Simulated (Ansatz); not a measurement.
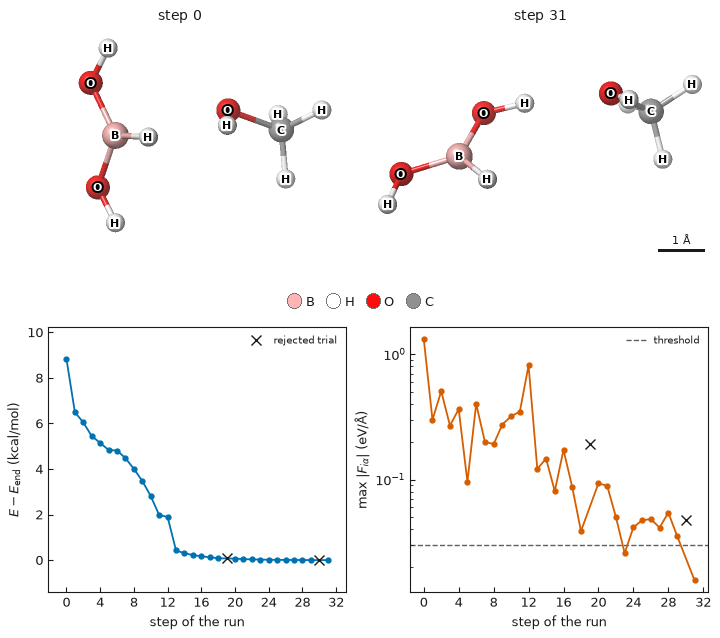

First and last geometry of a relaxation of CH7BO3, with the history of the run. The picture is a ball-and-stick view, seen at a tilt.

The run prepares an end point of a later path (reaction) calculation, from a guessed geometry.

Level of theory: RHF/6-31G* in Ansatz 0.2.0.

The input:
```yaml
crystal:
  periodic: [false, false, false]
  atoms:
    - { symbol: B, position_ang: [-0.079524, -0.563321, -0.360397] }
    - { symbol: H, position_ang: [-0.342793, -0.901128, 0.754875] }
    - { symbol: O, position_ang: [1.167125, -0.742375, -0.855376] }
    - { symbol: H, position_ang: [1.772829, -1.108948, -0.230525] }
    - { symbol: O, position_ang: [-1.027643, -0.096699, -1.197208] }
    - { symbol: H, position_ang: [-1.845695, 0.092757, -0.764691] }
    - { symbol: O, position_ang: [-0.098481, 1.443367, 1.319615] }
    - { symbol: C, position_ang: [0.659006, 2.401771, 2.008235] }
    - { symbol: H, position_ang: [1.659669, 2.043134, 2.234697] }
    - { symbol: H, position_ang: [0.7423, 3.264079, 1.362974] }
    - { symbol: H, position_ang: [0.176688, 2.703989, 2.933513] }
    - { symbol: H, position_ang: [-0.15388, 0.620375, 1.828288] }
basis:
  gaussian: { orbitals: "6-31G*" }
hamiltonian:
  xc: hf
relax:
  f_tol: 0.03
  max_steps: 50
output:
  orbitals: {}
```

Launched with:
```bash
ansatz run input.yaml --threads 1 --pin off --max-ram 2048MiB --backend cpu --events-out ev --progress --plain --runs-dir out
```

Question: Did the run converge, and what did it change?

Answer: It converged. The energy falls by 8.83 kcal/mol in 29 accepted moves (31 points after the start). Largest force component: 1.3 eV/Å at the start, 0.016 eV/Å at the end. The line search rejected the trial steps at points 19, 30 of the run. The forces were under the threshold at step 23, but the run went on from there. H4 moves most after the best rigid fit: 2.04 Å. Largest moves by element: H 2.04 Å, O 1.31 Å, B 0.58 Å, C 0.46 Å. Some distances before and after: O7–H12 0.969 → 0.947 Å, B1–O5 1.348 → 1.340 Å, O5–H6 0.945 → 0.952 Å, B1–H2 1.195 → 1.202 Å.

```json
{"step": "0", "E − E(0), kcal/mol": "0.00", "largest force component, eV/Å": "1.3276", "note": ""}
{"step": "1", "E − E(0), kcal/mol": "-2.34", "largest force component, eV/Å": "0.2999", "note": ""}
{"step": "2", "E − E(0), kcal/mol": "-2.79", "largest force component, eV/Å": "0.5077", "note": ""}
{"step": "3", "E − E(0), kcal/mol": "-3.39", "largest force component, eV/Å": "0.2697", "note": ""}
{"step": "4", "E − E(0), kcal/mol": "-3.69", "largest force component, eV/Å": "0.3646", "note": ""}
{"step": "5", "E − E(0), kcal/mol": "-4.00", "largest force component, eV/Å": "0.0959", "note": ""}
{"step": "6", "E − E(0), kcal/mol": "-4.02", "largest force component, eV/Å": "0.4018", "note": ""}
{"step": "7", "E − E(0), kcal/mol": "-4.36", "largest force component, eV/Å": "0.2005", "note": ""}
{"step": "8", "E − E(0), kcal/mol": "-4.83", "largest force component, eV/Å": "0.1919", "note": ""}
{"step": "9", "E − E(0), kcal/mol": "-5.36", "largest force component, eV/Å": "0.2751", "note": ""}
{"step": "10", "E − E(0), kcal/mol": "-6.02", "largest force component, eV/Å": "0.3201", "note": ""}
{"step": "11", "E − E(0), kcal/mol": "-6.85", "largest force component, eV/Å": "0.3487", "note": ""}
{"step": "12", "E − E(0), kcal/mol": "-6.94", "largest force component, eV/Å": "0.8149", "note": ""}
{"step": "13", "E − E(0), kcal/mol": "-8.41", "largest force component, eV/Å": "0.1216", "note": ""}
{"step": "14", "E − E(0), kcal/mol": "-8.53", "largest force component, eV/Å": "0.1471", "note": ""}
{"step": "16", "E − E(0), kcal/mol": "-8.66", "largest force component, eV/Å": "0.1727", "note": ""}
{"step": "17", "E − E(0), kcal/mol": "-8.71", "largest force component, eV/Å": "0.0870", "note": ""}
{"step": "18", "E − E(0), kcal/mol": "-8.75", "largest force component, eV/Å": "0.0388", "note": ""}
{"step": "19", "E − E(0), kcal/mol": "-8.73", "largest force component, eV/Å": "0.1926", "note": "rejected"}
{"step": "20", "E − E(0), kcal/mol": "-8.77", "largest force component, eV/Å": "0.0934", "note": ""}
{"step": "21", "E − E(0), kcal/mol": "-8.79", "largest force component, eV/Å": "0.0891", "note": ""}
{"step": "22", "E − E(0), kcal/mol": "-8.80", "largest force component, eV/Å": "0.0502", "note": ""}
{"step": "23", "E − E(0), kcal/mol": "-8.81", "largest force component, eV/Å": "0.0259", "note": ""}
{"step": "24", "E − E(0), kcal/mol": "-8.82", "largest force component, eV/Å": "0.0416", "note": ""}
{"step": "25", "E − E(0), kcal/mol": "-8.82", "largest force component, eV/Å": "0.0474", "note": ""}
{"step": "27", "E − E(0), kcal/mol": "-8.83", "largest force component, eV/Å": "0.0414", "note": ""}
{"step": "28", "E − E(0), kcal/mol": "-8.83", "largest force component, eV/Å": "0.0545", "note": ""}
{"step": "29", "E − E(0), kcal/mol": "-8.83", "largest force component, eV/Å": "0.0356", "note": ""}
{"step": "30", "E − E(0), kcal/mol": "-8.83", "largest force component, eV/Å": "0.0475", "note": "rejected"}
{"step": "31", "E − E(0), kcal/mol": "-8.83", "largest force component, eV/Å": "0.0157", "note": ""}
```

Limits of the set-up: Hartree-Fock leaves out electron correlation.
